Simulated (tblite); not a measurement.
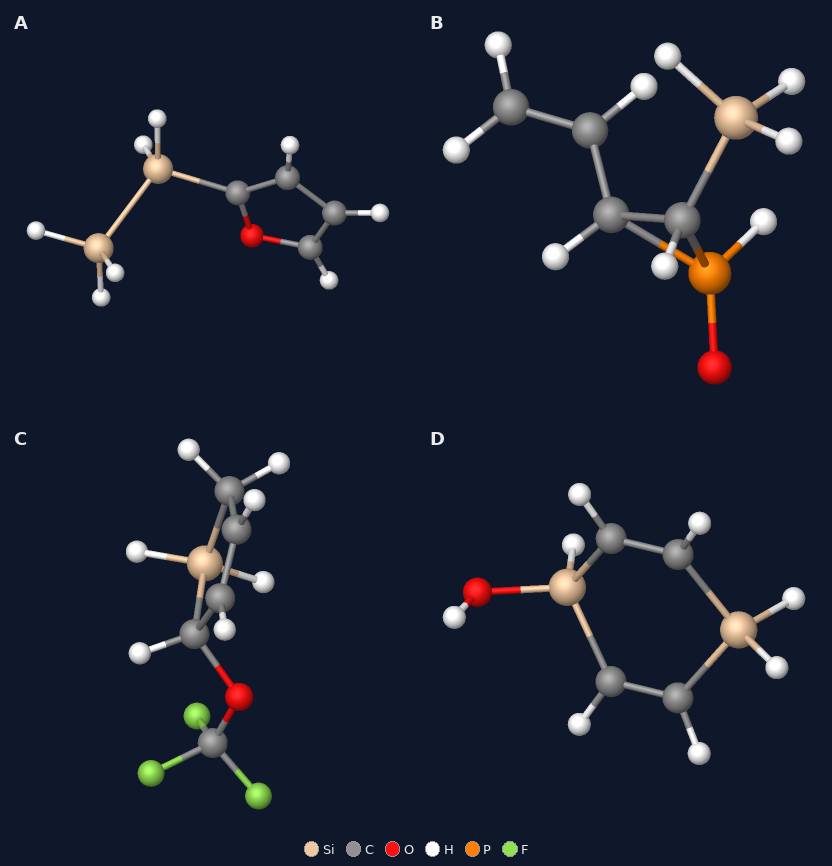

Figure made from data computed with tblite.

```xyz
15
charge 0, multiplicity 1
Si    2.7211    0.3076   -0.5447
Si    1.1744   -0.8528    0.7245
C    -0.5601   -0.2851    0.2995
C    -1.5460    0.3571    0.9981
C    -2.6231    0.5505    0.1045
C    -2.2193    0.0151   -1.0798
O    -0.9806   -0.4862   -0.9751
H     2.5581    0.0796   -1.9831
H     4.0935   -0.0847   -0.2103
H     2.6409    1.7581   -0.3410
H     1.2140   -2.3063    0.5040
H     1.2942   -0.6463    2.1741
H    -1.5012    0.6487    2.0278
H    -3.5633    1.0202    0.3110
H    -2.7070   -0.0676   -2.0315
```

### Which picture belongs to the input above?

A. The file holds C4H8OSi2, `[SiH3][SiH2]c1ccco1`.
